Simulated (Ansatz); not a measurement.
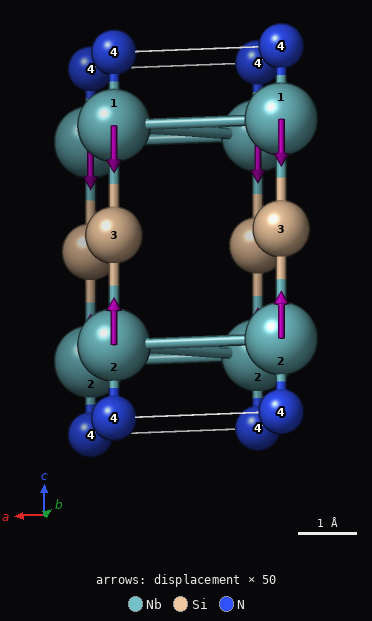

This is a relaxation of crystalline Nb$_{2}$SiN (a generated structure, set up in P6/mmm) (coarse preliminary run). The starting structure is drawn; purple arrows show the displacements (the part carried along by the change of the cell is left out), 50 times their true length.

The picture is a ball-and-stick view of the cell of the calculation, seen from a free direction.

Method: DFT PBE, scalar-relativistic, plane waves, PAW in Ansatz 0.2.0.

The input:
```yaml
crystal:
  lattice:
    - [3.17498395, 0.0, 0.0]
    - [-1.58749197, 2.74961675, 0.0]
    - [0.0, 0.0, 6.43504972]
  atoms:
    - { symbol: Nb, position: [0.0, 0.0, 0.80013914] }
    - { symbol: Nb, position: [0.0, 0.0, 0.19986086] }
    - { symbol: Si, position: [0.0, 0.0, 0.5] }
    - { symbol: "N", position: [0.0, 0.0, 0.0] }
basis:
  ecutwfc: 420
kpoints:
  mp_grid: { grid: [6, 6, 4] }
hamiltonian:
  xc: pbe
scf:
  occupations: { method: gaussian, width: 0.1 }
  lower_state_search: "off"
output:
  forces: true
  stress: true
  eigenvalues: true
relax:
  adjacent_minimum: "off"
  f_tol: 0.04
  max_steps: 70
  cell: { stress_tol: 0.4 }
```

Launched with:
```bash
ansatz run input.yaml --threads 1 --pin off --max-ram 2048MiB --backend cpu --events-out ev --progress --plain --runs-dir out
```

### What did the optimiser do to the structure, and how much energy did it gain?

After 14 accepted moves (16 points after the start) the energy has fallen by 8061 meV per atom. Largest force component: 54 eV/Å at the start, 0.00073 eV/Å at the end. Pressure: 203.13 GPa at the start and 0.01 GPa at the end. At 2 points the geometry stayed and the basis and grid were re-selected for the new cell (energy shift of 92.5 meV per atom at most each time). The largest moves relative to the cell, 0.017 Å, are those of Nb1 and Nb2. Nb2 goes along +c. Si and N stay in place. Cell: a = b 3.175 → 2.955 Å (−6.9 %), c 6.435 → 9.209 Å (+43.1 %). Volume +24.0 %. Among the contacts that change: Nb1–Nb2 2.572 → 3.715 Å, Nb1–Si3 1.931 → 2.747 Å, Nb1–N4 1.286 → 1.858 Å, Nb1–Nb1 3.175 → 2.955 Å. Bonds break: Nb1–Nb2 (2.57 → 3.72 Å). The space group stays P6/mmm (No. 191).
